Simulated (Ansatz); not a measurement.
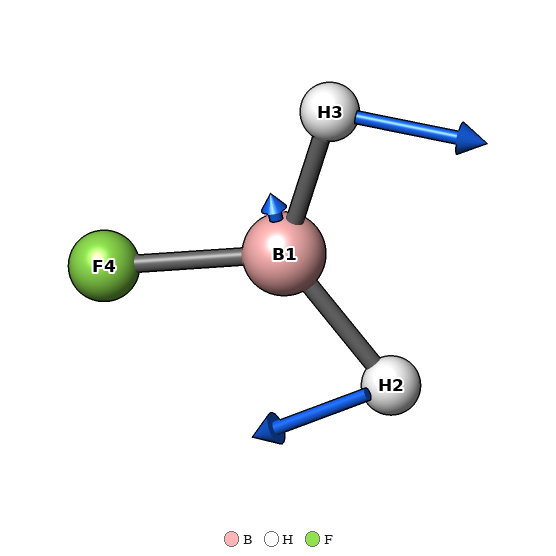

The arrows show one normal mode. Harmonic vibrations computed with RKS PBE0-D4/def2-TZVP (Ansatz 0.2.0) at a stationary point of the same level.

> Describe the motion.

Mostly F–B–H bending.

> At what wavenumber does it lie?

1017 cm⁻¹; it is mode 1 of 6 counted from the lowest.
